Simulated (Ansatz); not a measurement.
C5H8ClCuN2 (SMILES Cn1ccn(C)[c+]1[Cu-][Cl])

Input file:

```
crystal:
  periodic: [false, false, false]
  atoms:
    - {symbol: C, position_ang: [2.117431, -0.734101, -0.968347]}
    - {symbol: N, position_ang: [0.717892, -0.501311, -0.696256]}
    - {symbol: C, position_ang: [-0.315838, -0.989898, -1.457375]}
    - {symbol: C, position_ang: [-1.456447, -0.555953, -0.879224]}
    - {symbol: N, position_ang: [-1.081985, 0.183485, 0.216045]}
    - {symbol: C, position_ang: [-2.002526, 0.833536, 1.119926]}
    - {symbol: C, position_ang: [0.261921, 0.228281, 0.345146]}
    - {symbol: Cu, position_ang: [1.271535, 1.109728, 1.676155]}
    - {symbol: Cl, position_ang: [2.392935, 2.090124, 3.155061]}
    - {symbol: H, position_ang: [2.700678, -0.225497, -0.202355]}
    - {symbol: H, position_ang: [2.385752, -0.335537, -1.947984]}
    - {symbol: H, position_ang: [2.338235, -1.802218, -0.937877]}
    - {symbol: H, position_ang: [-0.158139, -1.596092, -2.333241]}
    - {symbol: H, position_ang: [-2.486298, -0.710090, -1.153311]}
    - {symbol: H, position_ang: [-2.655048, 0.097657, 1.592420]}
    - {symbol: H, position_ang: [-2.608737, 1.565469, 0.583900]}
    - {symbol: H, position_ang: [-1.421362, 1.342427, 1.887318]}
basis:
  gaussian: {orbitals: def2-TZVPP}
hamiltonian: {xc: pbe0, dispersion: d4}
output: {orbitals: {seedname: orbitals}}
```

Launched as:

```sh
ansatz run in.yaml --threads 4 --pin off --events-out ev --progress --plain --max-ram 41984MiB --backend cuda --devices 0, --max-vram 37GiB
```

Geometry: PBE0-D4/def2-TZVP.

Level of theory: Ansatz 0.2.0, RKS PBE0-D4/def2-TZVPP.

**What will maps of the electron density and electron localisation function show?**

C–C (1.35 Å): ρ at the midpoint is about 2.3 e/Å³; the ELF peaks at about 0.95 between the atoms, as expected for a covalent bond.
C–N (1.35 Å): ρ at the midpoint is about 2.4 e/Å³; the ELF peaks at about 0.90 between the atoms; localised, covalent bonding.
C–Cu (1.89 Å): ρ at the midpoint is about 0.85 e/Å³; the ELF peaks at about 0.95 in the valence shell of C, 0.6 Å from its nucleus, and is about 0.35 at the midpoint.
Cu–Cl (2.10 Å): ρ is about 0.74 e/Å³ halfway; the ELF peaks at about 0.85 in the valence shell of Cl, 0.8 Å from its nucleus, and is about 0.45 at the midpoint.

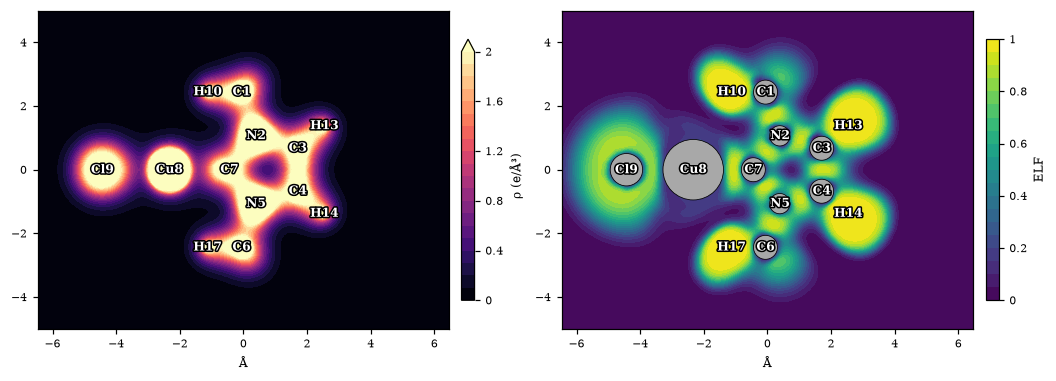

Computed electron density and electron localisation function on the plane of atoms N5, C6 and H17, in this order. Grey discs cover the atomic cores in the ELF map. 
